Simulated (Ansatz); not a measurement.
**Single-point calculation, with input and output: Ta$_{2}$N$_{2}$**

The run: single-point calculation of Ta$_{2}$N$_{2}$, multiplicity 5. Method and program: UKS PBE0-D4/def2-TZVP (Ansatz 0.2.0).

The geometry comes from this level: r2SCAN-D4/def2-TZVP.

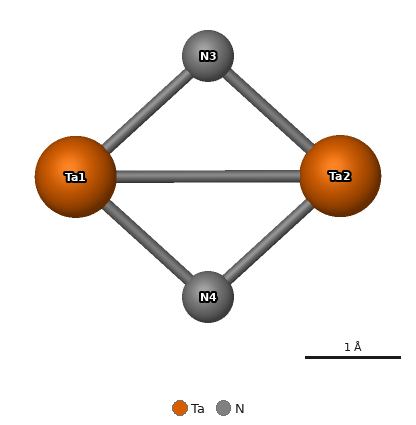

Fig. 1: The input geometry (ball-and-stick view, seen on its broad side; atoms are numbered from 1 in the order of the input). Sticks mark near contacts. Bond lengths as drawn: N–Ta 1.89 Å and Ta–Ta 2.79 Å.

Input file
```yaml
crystal:
  periodic: [false, false, false]
  atoms:
    - {symbol: Ta, position_ang: [1.394177, 0.013714, -0.061258]}
    - {symbol: Ta, position_ang: [-1.394176, -0.013720, 0.061263]}
    - {symbol: N, position_ang: [-0.008436, 1.266323, 0.091776]}
    - {symbol: N, position_ang: [0.008435, -1.266327, -0.091791]}
basis:
  gaussian: {orbitals: def2-TZVP, initial_orbitals: start.molden}
magnetization: {spin_polarized: true, initial_magnetization: 4}
hamiltonian: {xc: pbe0, dispersion: d4}
scf: {omitted_lower_state_checks: [starts]}
output: {orbitals: {seedname: orbitals}}
```

Run on 4 threads of Arm Neoverse V2, 23 GiB of memory available, shared host.

Launched with:
```bash
ansatz run in.yaml --threads 4 --pin off --events-out ev --progress --plain --max-ram 3916MiB
```

Output
```
Functional definition: PBE0
  name "PBE0"
  cite "Adamo & Barone, J. Chem. Phys. 110, 6158 (1999) doi:10.1063/1.478522"
  cite "Perdew, Burke & Ernzerhof, Phys. Rev. Lett. 77, 3865 (1996) doi:10.1103/PhysRevLett.77.3865"
  parent pbe
  parameter a = 0.25
  parameter kappa = 0.804
  parameter beta = 0.06672455060314922
  exchange = (1 - a)*pbe_x(kappa = kappa, mu = beta*pi^2/3) + a*exact_x
  correlation = pbe_c(beta = beta)
these checks for a lower state are left out or cut short: starts
1126 factors; their error is unknown
mean field evaluation 1: about -6076.1596 eV, gradient 8.0e1 eV
mean field evaluation 2: about -6078.2445 eV, gradient 2.1e0 eV
mean field evaluation 4: about -6078.2886 eV, gradient 9.3e-2 eV
mean field evaluation 8: about -6078.2887 eV, gradient 2.5e-5 eV
mean field evaluation 16: about -6078.2887 eV, gradient 5.2e-6 eV
mean field -6078.28869390 eV, -223.3729894887 hartree, gradient 5.2e-6 eV, S^2 6.102140; 0 other end points of the search recorded, 0 dependent functions left out
reference -6078.28872774 eV, -223.3729907324 hartree; 22, 18 occupied and 120, 124 virtual orbitals, 1126 factors
Total energy: -6078.41553708 eV, -223.3776508898 hartree
Checks for a lower state left out: starts
```

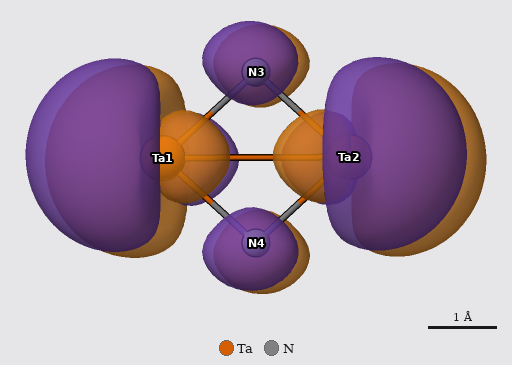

Fig. 2: One frontier orbital at ±0.08 Å⁻³ᐟ² (orange and purple are the two phases), seen face on. The LUMO (α), at −2.39 eV. By Hirshfeld shares it lies mainly on Ta1 (45 %) and Ta2 (45 %); it changes sign across the molecular plane (π type); it is ungerade (odd under inversion).

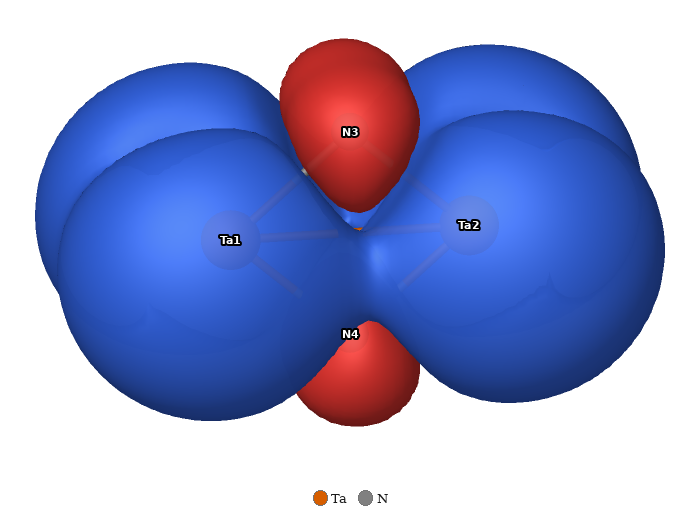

Fig. 3: Isosurfaces of the spin density at +0.01 (blue) and −0.01 e/Å³ (red), seen at an oblique angle. The unpaired spin (4 electrons) lies mostly on Ta1 (about 2.1) and Ta2 (about 2.1), in electrons by Hirshfeld's partition, with opposite, polarisation-induced spin on N3 and N4.

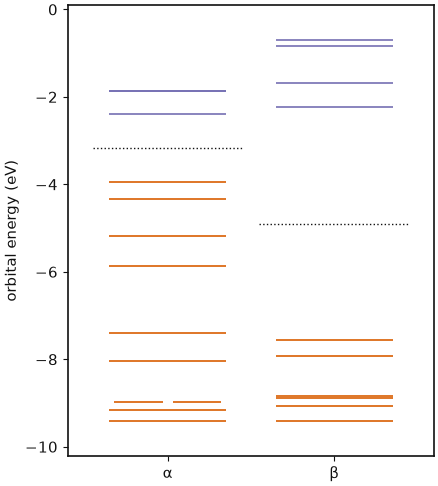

Fig. 4: Orbital energies near the frontier for α and β spins; the dotted line parts filled from empty levels, and levels within 0.02 eV of each other stand side by side. α: highest filled −3.94 eV, lowest empty −2.39 eV, 1.55 eV apart; β: highest filled −7.56 eV, lowest empty −2.24 eV, 5.32 eV apart.

Summary

- outcome: converged
- total energy: −6078.4155 eV
- mean-field energy: −6078.2887 eV
- dispersion energy: −0.1268 eV
- ⟨S²⟩: 6.102
- SCF solution under orbital rotations: stable
- HOMO (either spin): −3.94 eV
- LUMO (either spin): −2.39 eV
- wall time: 8 s (CPU time 30 s)
- peak memory: 0.56 GiB
